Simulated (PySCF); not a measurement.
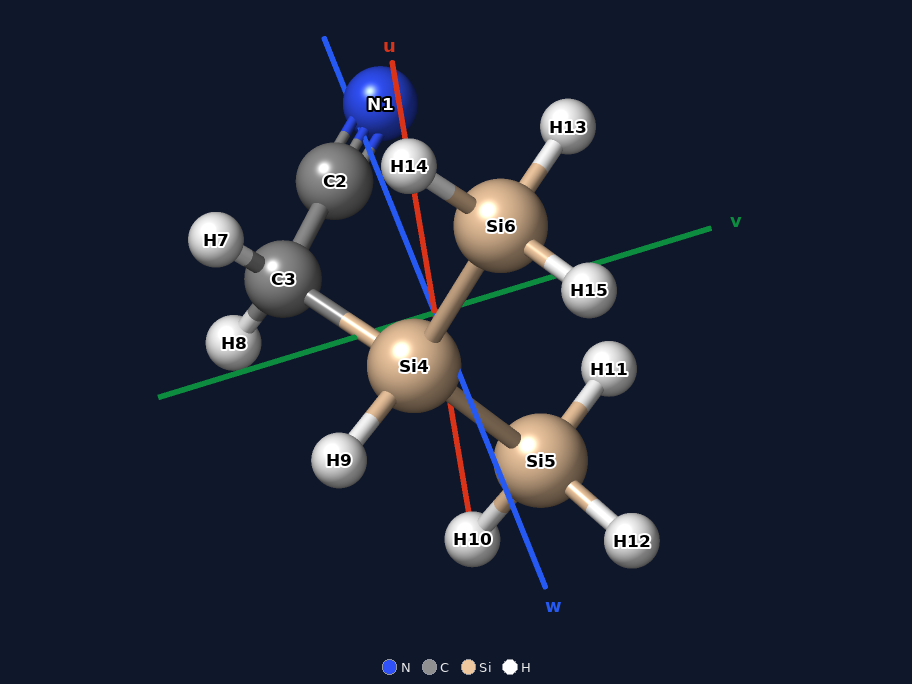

The lines u, v and w are the principal axes of the static dipole polarisability. The geometry was computed by an optimisation with GFN2-xTB. No frequency run is at hand to confirm it as a minimum. Level of theory: B3LYP/def2-SVPD (PySCF 2.14.0).

Along which axis is the molecule most polarisable, and along which least?

Most along u, least along v.

Give the three principal values.

u 126.9, v 104.1, w 113.6 bohr³; mean 114.8, anisotropy 19.8 bohr³.

The geometry is semi-empirical. Around Si such bond lengths and angles can be off by a tenth of an ångström or more and by several degrees, and values that hang on the shape move with them.
